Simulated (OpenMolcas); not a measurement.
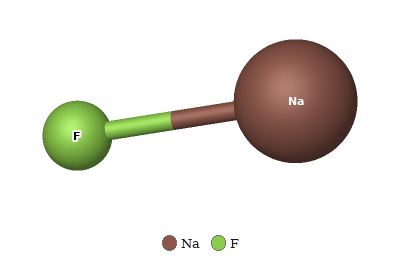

The molecule at the reference distance of 2.495 Å.

# NaF⁺: relativistic diatomic calculation

NaF⁺. Computed at this level: SA-CASSCF(5,7)/XMS-CASPT2 + RASSI spin-orbit (X2C scalar, AMFI), ANO-RCC-VTZP (OpenMolcas).

**The input**
```
&GATEWAY
Coord
2
angstrom
Na 0.0 0.0 0.0
F 0.0 0.0 2.4950
Basis=ANO-RCC-VTZP
Group=XY
RX2C
AMFI
ANGMom
0.0 0.0 0.0
RICD
&SEWARD
&GUESSORB
&RASSCF
FileOrb=$CurrDir/o22.orb
Symmetry=2
Spin=2
nActEl=5 0 0
Inactive=5 2
RAS2=3 4
CIRoot=2 2 1
Linear
Iterations=120 100
OrbListing=Nothing
PRWF=0.15
>>COPY $Project.RasOrb $CurrDir/o22.orb
>>COPY $Project.rasscf.h5 $CurrDir/r22.h5
&CASPT2
XMultistate=all
Imaginary=0.2
IPEA=0.25
MaxIter=40
>>COPY $Project.JobMix JOB001
&RASSI
Nr of JobIphs=1 2
1 2
SpinOrbit
EJob
Omega
MEES
MESO
Properties=4
'AngMom' 3 'Mltpl  1' 1 'Mltpl  1' 2 'Mltpl  1' 3
Thrs=1.0d-4
>>COPY $Project.rassi.h5 $CurrDir/so.h5
```

The first orbital files come from an earlier step.

Hardware: 1 thread of Arm Neoverse V1, 24 GiB of memory available, shared host.

Launched with:
```bash
pymolcas m.inp (one call a module block, same work directory)
```

**The program's output (extracts)**
```
++    Wave function specifications:
      Number of closed shell electrons          14
      Number of electrons in active shells       5
      Number of inactive orbitals                7
      Number of active orbitals                  7
      Number of secondary orbitals              50
      Spin quantum number                      0.5
      State symmetry                             2
++    Orbital specifications:
      Symmetry species                           1   2
                                                 a   b
      Frozen orbitals                            0   0
      Inactive orbitals                          5   2
      Active orbitals                            3   4
      RAS2 orbitals                              3   4
      Secondary orbitals                        26  24
      Number of basis functions                 34  30
      printout of CI-coefficients larger than  0.15 for root  1
      energy=    -261.452479
      conf/sym  111 2222     Coeff  Weight
            28  200 2u00   0.95075 0.90393
            64  200 u200   0.28351 0.08038
      printout of CI-coefficients larger than  0.15 for root  2
      energy=    -261.452479
      conf/sym  111 2222     Coeff  Weight
            28  200 2u00   0.28351 0.08038
            64  200 u200  -0.95075 0.90393
      Natural orbitals and occupation numbers for root  1
      sym 1:   1.985819   0.001476   0.012585
      sym 2:   1.988201   0.995721   0.004695   0.011504
      Natural orbitals and occupation numbers for root  2
      sym 1:   1.985819   0.001476   0.012585
      sym 2:   0.995721   1.988201   0.011504   0.004695
      RASSCF energy for state  2                   -261.45247931
::    RASSCF root number  1 Total energy:   -261.45247931
::    RASSCF root number  2 Total energy:   -261.45247931
      Von Neumann Entropy (Root   1) =  0.63662
++    Wave function specifications:
      Number of closed shell electrons           8
      Number of electrons in active shells       5
      Number of inactive orbitals                4
      Number of active orbitals                  7
      Number of secondary orbitals              50
      Spin quantum number                      0.5
      State symmetry                             2
      Number of CSFs                           248
      Number of CASSCF root(s) available         2
      CASPT2 state passed to geometry opt.       2
      A file JOBMIX will be created
      This is a MULTI-STATE CASSCF reference
      Number of CI roots used                    2
      These are:                                 1   2
      Off-diagonal elements of Heff are computed
  FINAL CASPT2 RESULT:
      Reference energy:        -261.4524793102
      E2 (Non-variational):      -0.2900820658
      Shift correction:          -0.0002419069
      E2 (Variational):          -0.2903239727
      Total energy:            -261.7428032830
      Reference weight:           0.96341
  FINAL CASPT2 RESULT:
      Reference energy:        -261.4524793086
      E2 (Non-variational):      -0.2900820665
      Shift correction:          -0.0002419069
      E2 (Variational):          -0.2903239735
      Total energy:            -261.7428032820
      Reference weight:           0.96341
       Total XMS-CASPT2 energies:
::    XMS-CASPT2 Root  1     Total energy:   -261.74280328
::    XMS-CASPT2 Root  2     Total energy:   -261.74280328
  SPIN-FREE ENERGIES:
  (Shifted by EMIN (a.u.) =       -261.7428032833)
 SF State       Relative EMIN(au)   Rel lowest level(eV)    D:o, cm**(-1)      Abs_M
     1             0.0000000000        0.0000000000              0.0000         1.0
     2             0.0000000016        0.0000000431              0.0003         1.0
++ Dipole transition strengths (spin-free states):
     for osc. strength at least  1.00000000E-05
  ( Max oscillator strength is only    1.9239149395357514E-026 )
 Electric-quadrupole - electric-quadrupole not included
 Electric-dipole - electric-octupole not included
 Electric-dipole - magnetic-quadrupole not included
   Eigenvalues of complex Hamiltonian:
  (Shifted by EMIN (a.u.) =       -261.7428032833)
 SO State       Relative EMIN(au)   Rel lowest level(eV)    D:o, cm**(-1)      Omega
     1            -0.0006034411        0.0000000000              0.0000         1.5
     2            -0.0006034411        0.0000000000              0.0000         1.5
     3             0.0006034427        0.0328409807            264.8804         0.5
     4             0.0006034427        0.0328409807            264.8804         0.5
 Weights of the five most important spin-orbit-free states for each spin-orbit state.
 SO State  Total energy (au)           Spin-free states, spin, and weights
    1        -0.000603       1 0.5  0.5000    2 0.5  0.5000
    2        -0.000603       1 0.5  0.5000    2 0.5  0.5000
    3         0.000603       2 0.5  0.5000    1 0.5  0.5000
    4         0.000603       2 0.5  0.5000    1 0.5  0.5000
```

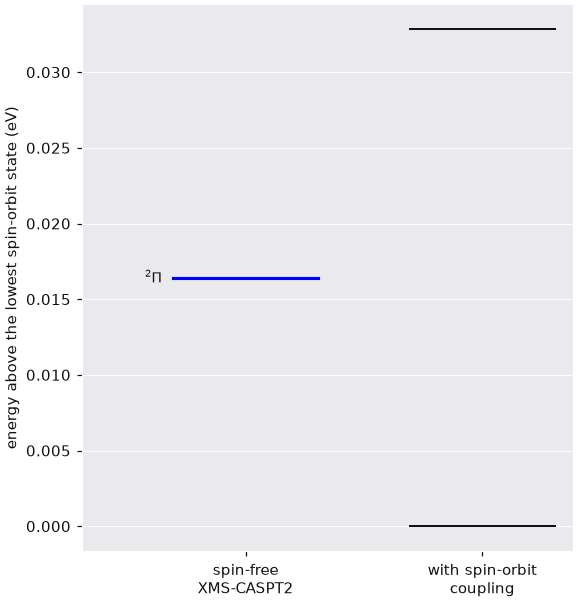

States up to 2.5 eV at 2.495 Å, without spin-orbit coupling (left, a colour for each spin multiplicity) and with it (right, where close levels merge). The spin-free states run ²Π (0.00 eV) from the lowest. The lowest spin-orbit levels have |Ω| = 3/2 (0 cm⁻¹), 1/2 (265 cm⁻¹).

**Key numbers**

- outcome: converged
- lowest spin-free state: ²Π
- lowest spin-orbit level: Ω = 3/2, −261.74341 hartree
- next level: Ω = 1/2, 265 cm⁻¹
- wall time: 8 s
